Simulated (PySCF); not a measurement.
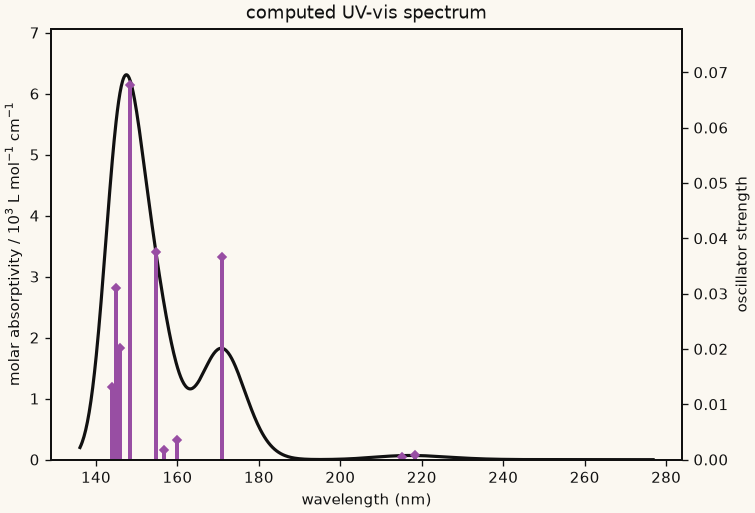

Vertical TDDFT excitations, PBE0/aug-cc-pVDZ in PySCF 2.14.0, at a PBE0-D3(BJ)/def2-SVP geometry (no frequency check), gas phase. The lowest 10 singlet states are shown; each is broadened by a Gaussian of 1/e half-width 0.33 eV. Sticks give oscillator strengths (right axis).

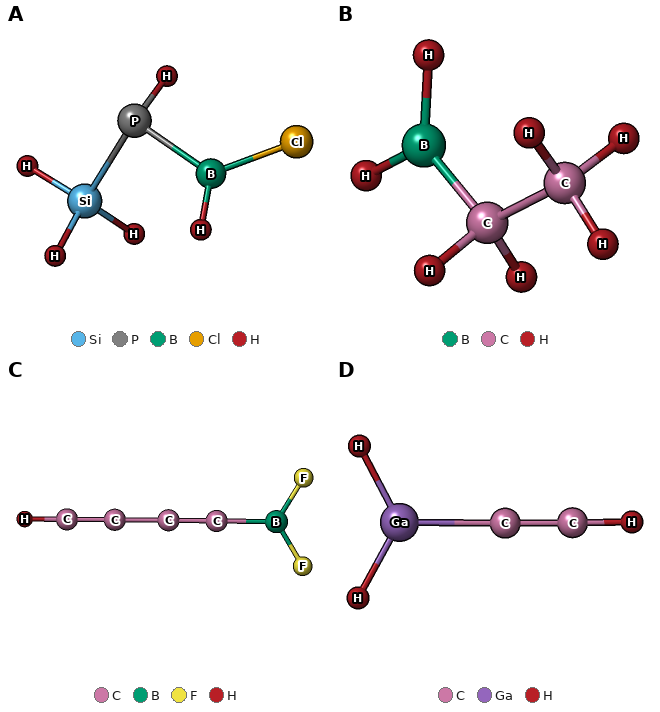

**Whose absorption spectrum is this? The candidates are drawn in the second picture.**

Structure B, C₂H₇B, SMILES BCC. Its lowest singlet lies at 5.68 eV (f = 0.001) and the brightest of those computed is S7 at 8.36 eV (148 nm), f = 0.068, mainly HOMO → LUMO+2 (97 %).

Note: core orbitals are frozen in the response.
